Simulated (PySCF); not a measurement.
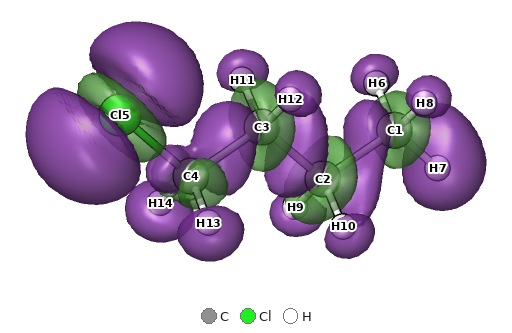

Figure 1: C$_{4}$H$_{9}$Cl, SMILES `CCCCCl`. Fukui function f⁻ = ρ(N) − ρ(N−1) at fixed geometry, surfaces at ±0.015 e/Å³ (purple positive, green negative).

PySCF calculation, r2SCAN/6-31+G*, gas phase; geometry: GFN2-xTB. No frequency check shows the geometry to be a minimum. GFN2-xTB bond lengths at metals and heavier atoms can be off by up to 0.1 Å and shapes distorted, which carries into these values.

Q: Which atoms respond most to the removal of an electron?

A: f⁻ (Hirshfeld-condensed) is largest on Cl5 (0.43); the vertical ionisation energy is 10.24 eV. Condensed values hint at sites of electrophilic attack but needn't mark the atom that reacts. Orbital relaxation makes it negative in places (0.19 e in all).

```tsv
atom	f⁻	charge
C1	+0.06	−0.09
C2	+0.05	−0.06
C3	+0.06	−0.07
C4	+0.06	−0.02
Cl5	+0.43	−0.11
H6	+0.03	+0.04
H7	+0.07	+0.04
H8	+0.03	+0.04
H9	+0.03	+0.03
H10	+0.03	+0.03
H11	+0.03	+0.04
H12	+0.03	+0.04
H13	+0.04	+0.05
H14	+0.04	+0.05
```
